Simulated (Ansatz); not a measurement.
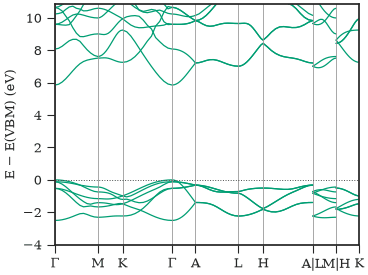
Band structure from plane-wave PAW LDA (Ansatz code)

Question: Read off the gap and where the band edges lie.

Answer: About 5.9 eV (5.86 eV by a search for the band edges); maximum at Γ, minimum at Γ.

The material is LiCl (wurtzite, P6_3mc).

The first step of the workflow began from a Materials Project structure, measured or hypothetical; the Crystallography Open Database copy checked does not list it. It is not the phase usual at ambient conditions (space group No. 225). Symmetry was held in the LDA relaxation; phonons on a q-mesh show no instability.

Potentials: the later of the program's two PAW sets.
